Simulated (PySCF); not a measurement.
Consider Ge₅H₁₄Si (n-GeGeGeGeGeSiH14).

```yaml
atoms:
  - { symbol: Ge, position_ang: [2.2451, -0.0574, -1.4460] }
  - { symbol: Ge, position_ang: [1.7671, -1.3156, 0.5694] }
  - { symbol: Ge, position_ang: [1.0161, 0.2361, 2.2737] }
  - { symbol: Ge, position_ang: [-0.7884, 1.5816, 1.3663] }
  - { symbol: Ge, position_ang: [-2.4588, 0.1697, 0.3035] }
  - { symbol: Si, position_ang: [-1.8826, -0.4752, -1.9169] }
  - { symbol: H, position_ang: [1.1052, 0.9446, -1.7137] }
  - { symbol: H, position_ang: [2.3920, -0.9730, -2.6748] }
  - { symbol: H, position_ang: [3.5485, 0.7420, -1.2571] }
  - { symbol: H, position_ang: [0.6431, -2.3361, 0.2989] }
  - { symbol: H, position_ang: [3.0217, -2.0886, 1.0228] }
  - { symbol: H, position_ang: [0.5086, -0.5226, 3.5171] }
  - { symbol: H, position_ang: [2.1874, 1.1443, 2.7025] }
  - { symbol: H, position_ang: [-1.4550, 2.3976, 2.4939] }
  - { symbol: H, position_ang: [-0.2216, 2.5743, 0.3311] }
  - { symbol: H, position_ang: [-2.6683, -1.0921, 1.1673] }
  - { symbol: H, position_ang: [-3.8015, 0.9299, 0.2558] }
  - { symbol: H, position_ang: [-0.6918, -1.3780, -1.9168] }
  - { symbol: H, position_ang: [-1.5748, 0.7360, -2.7361] }
  - { symbol: H, position_ang: [-3.0299, -1.2034, -2.5414] }
```

Geometry: PBE0-D3(BJ)/def2-SVP.

Level of theory: wB97X-D/def2-SVPD, SCF density, gas phase (PySCF 2.14.0).

What will maps of the electron density and electron localisation function show?

Ge–Ge (2.43 Å): ρ is about 0.57 e/Å³ halfway; the ELF peaks at about 0.85 between the atoms; a shared electron pair.
Ge–H (1.54 Å): ρ is about 1 e/Å³ halfway; the ELF climbs to about 1 towards the hydrogen.

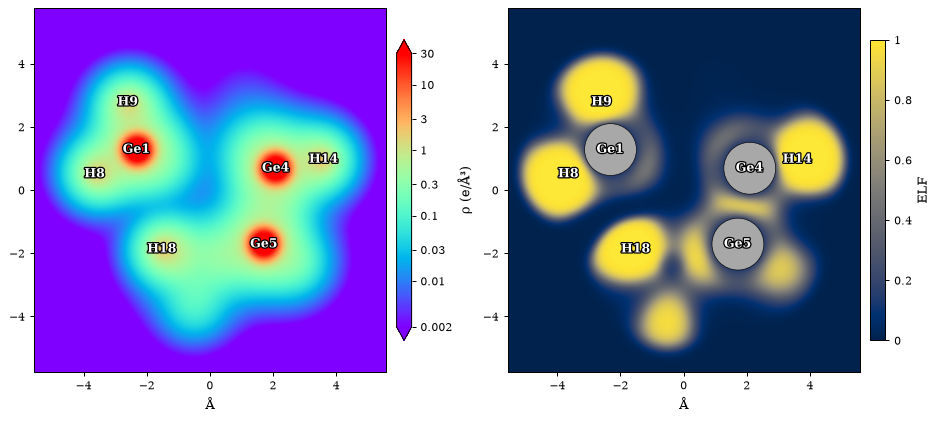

Computed electron density and electron localisation function on the plane of atoms Ge5, Ge4 and H14, in this order. Grey discs cover the atomic cores in the ELF map. 
